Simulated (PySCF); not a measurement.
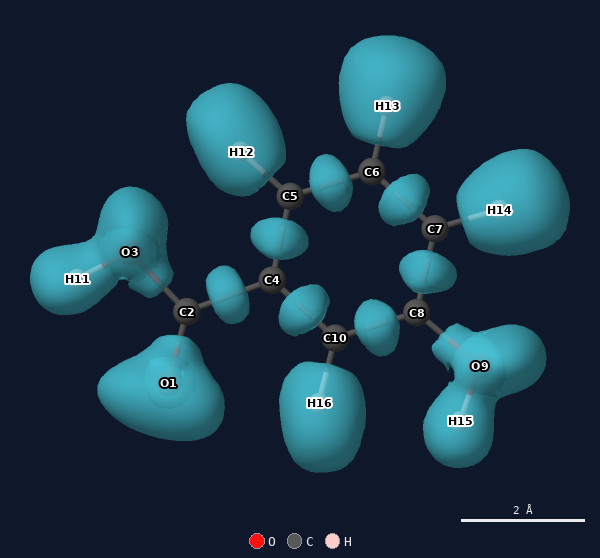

C$_{7}$H$_{6}$O$_{3}$. Isosurface of the ELF at 0.75 (cyan), seen across its widest extent. Only the valence region is drawn (cores and ρ < 0.01 e/Å³ removed).

Geometry: PBE0-D3(BJ)/ma-def2-SVP.

These are results of DFT single point, gas phase, functional wB97X (PySCF), not measurements.

| atom | x (Å) | y (Å) | z (Å) |
| --- | --- | --- | --- |
| O | 2.5947 | -1.4471 | 0.3226 |
| C | 2.1688 | -0.3674 | -0.0114 |
| O | 2.9765 | 0.6298 | -0.3998 |
| C | 0.7291 | -0.0045 | -0.0343 |
| C | 0.2834 | 1.2584 | -0.4334 |
| C | -1.0850 | 1.5269 | -0.4230 |
| C | -1.9986 | 0.5574 | -0.0226 |
| C | -1.5471 | -0.7069 | 0.3751 |
| O | -2.4734 | -1.6138 | 0.7551 |
| C | -0.1821 | -0.9856 | 0.3682 |
| H | 3.8831 | 0.2941 | -0.3477 |
| H | 1.0019 | 2.0162 | -0.7460 |
| H | -1.4482 | 2.5097 | -0.7314 |
| H | -3.0713 | 0.7593 | -0.0098 |
| H | -2.0460 | -2.4395 | 1.0050 |
| H | 0.2031 | -1.9627 | 0.6729 |

Describe the localisation domains.

Answer. At this value the surface marks out seven regions between bonded C–C atoms (shared pairs), four regions around hydrogen nuclei, one region on O in which the atom's valence shell and bonds are merged and two joined regions spread over several atoms (H, O), in which their bonds and any lone pairs are merged.

Values along the shortest contacts:
C–O (1.21 Å): the ELF peaks at about 0.85 between the atoms (a short, multiple covalent bond). C–C (1.39 Å): the ELF peaks at about 0.95 between the atoms; localised, covalent bonding.
